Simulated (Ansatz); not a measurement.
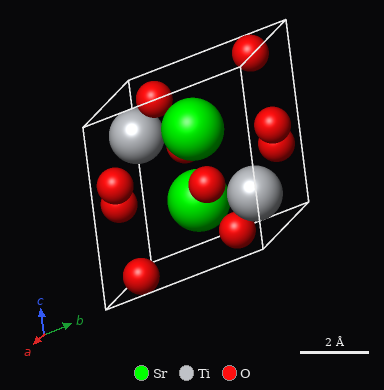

The figure gives a spheres-only picture of the atoms, viewed slightly off an axis. One simulation cell is framed, with atoms on its boundary repeated.

```
CELL_PARAMETERS angstrom
0.00000 5.30763 0.00000
5.30763 0.00000 0.00000
2.65382 2.65382 -5.75882
ATOMIC_POSITIONS crystal
Sr 0.87500 0.62500 0.75000
Sr 0.12500 0.37500 0.25000
Ti 0.37500 0.12500 0.75000
Ti 0.62500 0.87500 0.25000
O 0.21999 0.36066 0.58272
O 0.86066 0.19729 0.08272
O 0.69729 0.05662 0.58272
O 0.55662 0.71999 0.08272
O 0.78001 0.63934 0.41728
O 0.13934 0.80271 0.91728
O 0.30271 0.94338 0.41728
O 0.44338 0.28001 0.91728
```

All computed values are from DFT, PAW plane waves, r2SCAN in Ansatz 0.2.0. Settings: wavefunction cutoff 500 eV, a 6×6×6 grid in reciprocal space, Methfessel-Paxton smearing of 0.014 eV, no spin polarisation.

Question: Predict the Bader charges.

Answer: Sr +1.65 e; Ti +2.23 e; O -0.97 e.

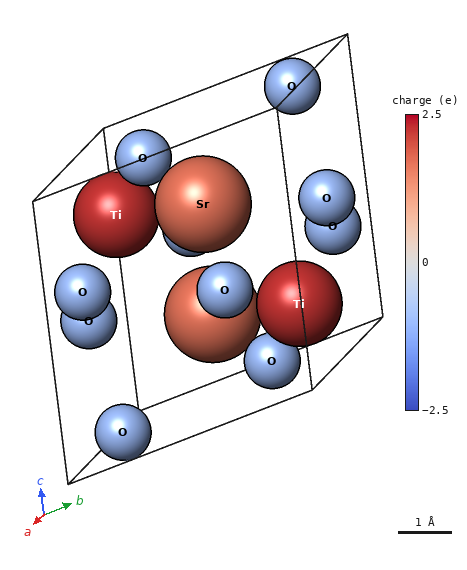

The atoms coloured by those charges.

About the cell: it is a generated cell, made by putting these elements into a known structure type (the compound may or may not exist in this form), and it is unrelaxed. A calculation with Ansatz used it as input.

At this level of theory the cell isn't at rest (compressed, at 8 GPa and forces up to 0.7 eV/Å), so its distances can differ from those at equilibrium, the more so the softer the solid.
